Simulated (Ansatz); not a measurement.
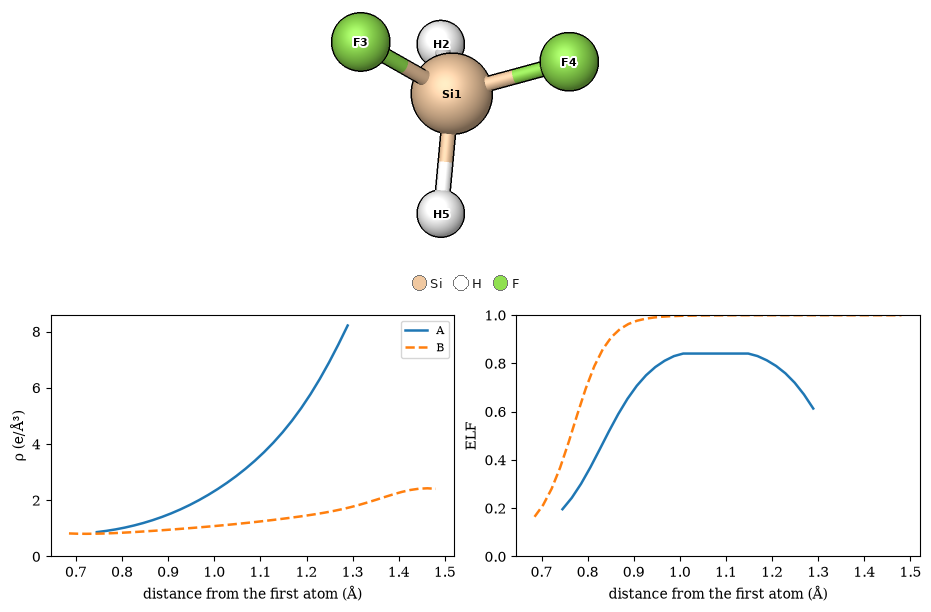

*F₂H₂Si. Electron density and ELF along straight lines between neighbouring atoms. The curves leave out the atomic cores. The structure is drawn too.*

Level of theory: RKS PBE0-D4/def2-SVP in Ansatz.

Input file:

```
crystal:
  periodic: [false, false, false]
  atoms:
    - { symbol: Si, position_ang: [0.0, 0.0, 0.0] }
    - { symbol: H, position_ang: [0.0, 0.0, 1.46] }
    - { symbol: F, position_ang: [1.4994, 0.0, -0.5295] }
    - { symbol: F, position_ang: [-0.7489, 1.2974, -0.5295] }
    - { symbol: H, position_ang: [-0.6877, -1.1914, -0.4862] }
basis:
  gaussian: { orbitals: def2-SVP }
hamiltonian:
  xc: pbe0
  dispersion: d4
relax:
  f_tol: 0.02
  max_steps: 40
output:
  orbitals: {}
```

Command:

```sh
ansatz run input.yaml --threads 1 --pin off --max-ram 2048MiB --backend cpu --events-out ev --progress --plain --runs-dir out
```

The fields are those of the run's last geometry, not of the input's.

### Which curve belongs to which contact (Si–F and Si–H)? The first atom named is at distance zero.

Curve A: Si–F (1.61 Å): ρ is about 1 e/Å³ halfway; the ELF peaks at about 0.85 in the valence shell of F, 0.6 Å from its nucleus, and is about 0.35 at the midpoint. Curve B: Si–H (1.48 Å): ρ at the midpoint is about 0.81 e/Å³; the ELF climbs to about 1 towards the hydrogen, as it does in any bond to H.
